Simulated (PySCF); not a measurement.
System: C3H5Cl2NSi.

```
atom    x (Å)    y (Å)    z (Å)
   N   1.9822   2.0796  -0.6136
   C   1.7287   1.0210  -0.2635
   C   1.3816  -0.3006   0.1620
  Si  -0.3471  -0.8014  -0.5012
  Cl  -0.7809  -2.6377   0.1844
   C  -1.6020   0.4754   0.1769
  Cl  -1.4783   0.5365   1.9633
   H   1.3838  -0.3201   1.2546
   H   2.1485  -0.9929  -0.1897
   H  -0.3815  -0.7648  -1.9618
   H  -1.3997   1.4814  -0.1829
   H  -2.6341   0.2230  -0.0548
```

Geometry: GFN2-xTB.

These are results of PySCF, PBE0/pcSseg-1, SCF density, gas phase, non-relativistic, not measurements.

> What will maps of the electron density and electron localisation function show?

C–N (1.14 Å): the density is about 3.6 e/Å³ at the midpoint; the ELF peaks at about 0.85 between the atoms: a multiple bond.
C–C (1.43 Å): ρ is about 1.8 e/Å³ halfway; the ELF peaks at about 0.95 between the atoms (a covalent bond).
C–Si (1.92 Å): ρ at the midpoint is about 0.9 e/Å³; the ELF peaks at about 0.95 between the atoms (a shared electron pair).
Si–Cl (2.01 Å): the density is about 0.98 e/Å³ at the midpoint; the ELF peaks at about 0.90 between the atoms: a polar covalent bond.

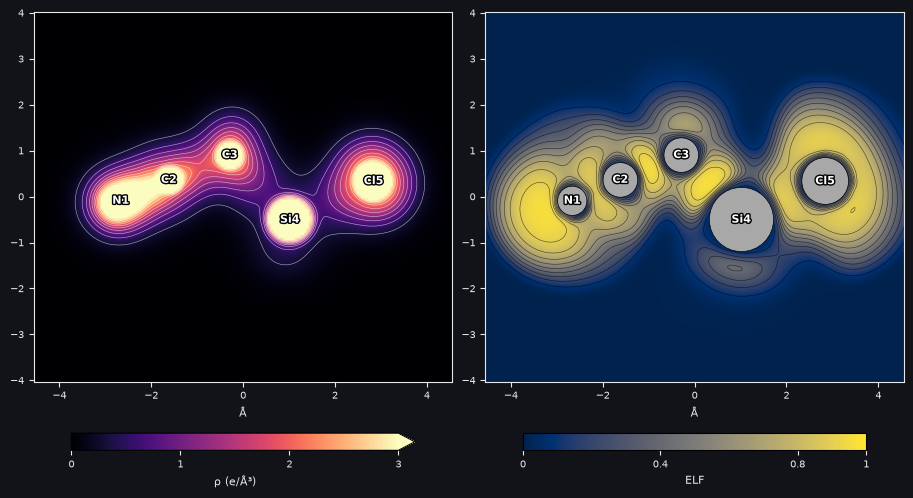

Computed electron density and electron localisation function on the plane of atoms C2, C3 and Si4, in this order. Grey discs cover the atomic cores in the ELF map. 
